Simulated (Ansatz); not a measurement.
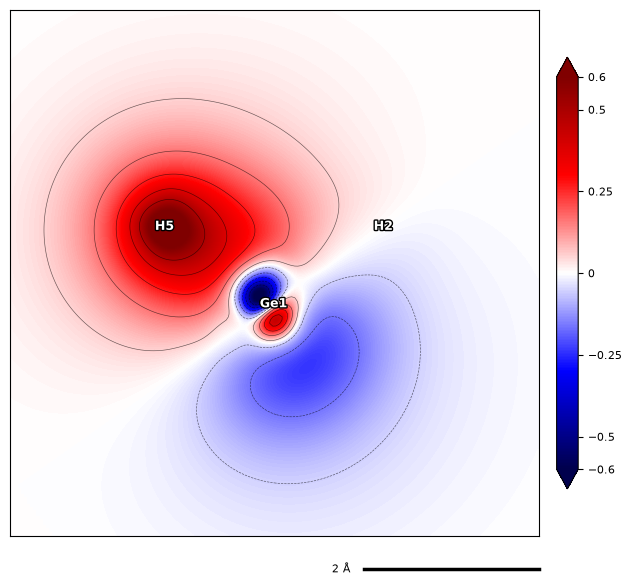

The picture shows: GeH$_{4}$. The HOMO on the plane of atoms H2, Ge1 and H5 (values in Å⁻³ᐟ²; the overall sign is arbitrary).

Theory: RKS PBE0-D4/def2-TZVP (Ansatz 0.2.0).

```yaml
atoms:
  - { symbol: Ge, position_ang: [0.2552, 0.0000, 0.1806] }
  - { symbol: H, position_ang: [0.2551, 0.0000, 1.7149] }
  - { symbol: H, position_ang: [1.7018, 0.0000, -0.3306] }
  - { symbol: H, position_ang: [-0.4681, 1.2528, -0.3310] }
  - { symbol: H, position_ang: [-0.4681, -1.2528, -0.3310] }
```

### What is the character of this orbital?

By Hirshfeld shares it lies mainly on Ge1 (about 45 %), H4 (about 25 %) and H5 (about 25 %). It is one of a degenerate set, so its orientation is arbitrary. Its energy is −9.66 eV.
